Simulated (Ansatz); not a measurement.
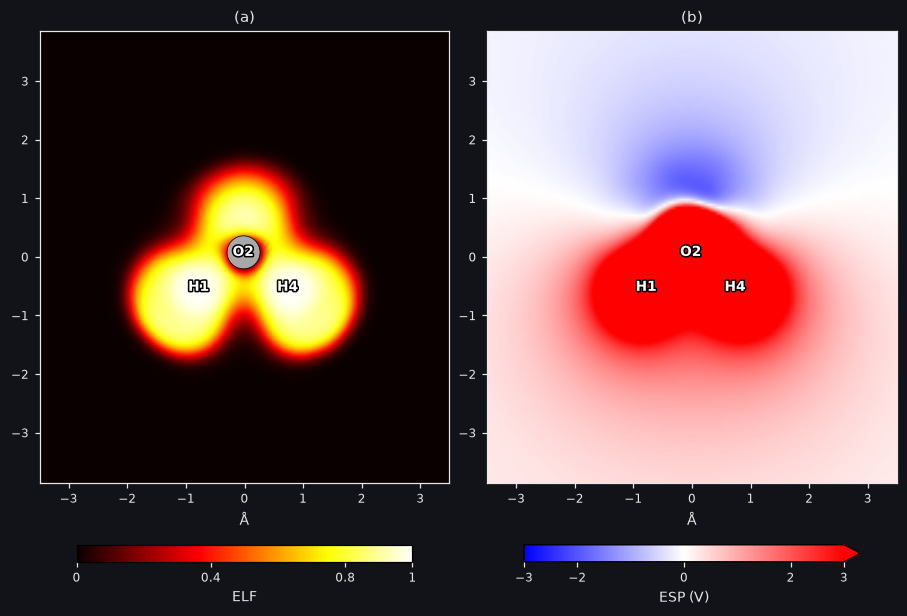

The picture shows: H2O···H3Si (doublet). (a) electron localisation function; (b) electrostatic potential on the plane of atoms H1, O2 and H4. Grey discs cover the atomic cores in the ELF map.

These are results of Ansatz, UKS PBE0-D4/def2-SVP, not measurements.

```yaml
atoms:
  - { symbol: H, position_ang: [-0.3647, -1.9610, 0.5987] }
  - { symbol: O, position_ang: [-0.8236, -1.1694, 0.9052] }
  - { symbol: Si, position_ang: [0.6094, 0.7408, -0.5843] }
  - { symbol: H, position_ang: [-1.6420, -1.1678, 0.3940] }
  - { symbol: H, position_ang: [1.5013, 0.5838, 0.6021] }
  - { symbol: H, position_ang: [-0.6292, 1.5043, -0.2449] }
  - { symbol: H, position_ang: [1.3487, 1.4693, -1.6706] }
```

Q: Read the bonding off the picture.

A: The plane passes through H and O nuclei. O–H (0.96 Å): the ELF climbs to about 1 towards the hydrogen, as it does in any bond to H; a covalent bond by its length. The ELF also peaks beside O2, away from the bonds: non-bonding electrons, paired or unpaired. Outside the dense part of the complex the potential is most negative (−1.9 V) near O2.
